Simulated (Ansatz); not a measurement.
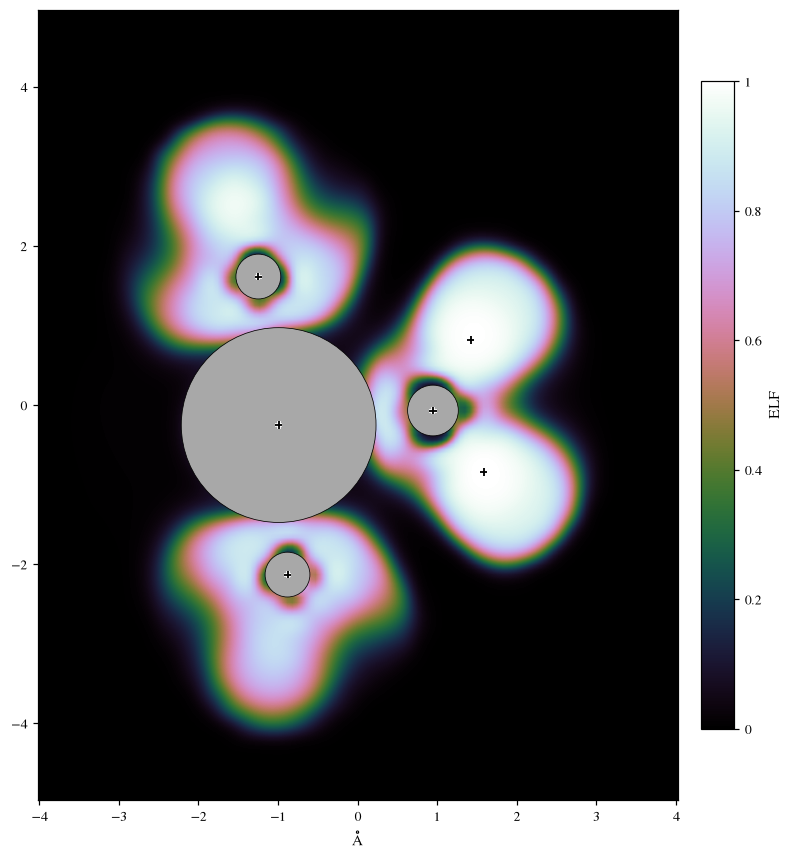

The ELF on a plane through atoms (crosses mark nuclei in the plane; grey discs cover the cores).

All numbers below come from RHF/def2-SVP in Ansatz 0.2.0.

Candidates:
A. Cl₃H₂OSTa···HCl
B. ClFH₄NO₂Ta···H₂S

Q: Which system is this?

A: Candidate B: ClFH₄NO₂Ta···H₂S on the plane of atoms H3, N2 and H4, which holds Ta, N, H and O. Ta–O (1.88 Å): the ELF peaks at about 0.80 in the valence shell of O, 0.5 Å from its nucleus, and drops to about 0.25 between the two atoms. Ta–N (1.95 Å): the ELF peaks at about 0.90 in the valence shell of N, 0.6 Å from its nucleus, and is about 0.35 at the midpoint.
